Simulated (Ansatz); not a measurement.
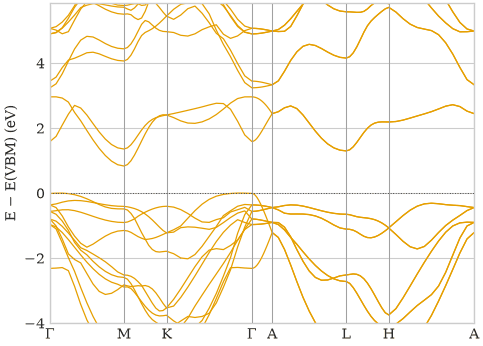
Figure: Band structure from LDA in the plane-wave PAW code Ansatz

Question: Read off the gap and where the band edges lie.

Answer: About 0.8 eV (0.83 eV by a search for the band edges); maximum on the K–Γ line, 86 % of the way from K, minimum at M.

The material is SnS₂ in space group P6_3mc (No. 186; Sn on 2b, S on 2b, S on 2a).

The workflow started from a Materials Project entry (that database holds measured and hypothetical structures alike); the Crystallography Open Database copy checked does not list it. It is not the phase usual at ambient conditions (space group No. 164). The LDA relaxation kept the symmetry of its start; its stability against distortions is not shown here. A crystal of weakly bound layers computed without a dispersion correction: the cell and the soft elastic constants depend strongly on that. Scalar-relativistic: spin–orbit coupling is off unless named, which matters more the heavier the elements.

Potentials: the later of the program's two PAW sets.
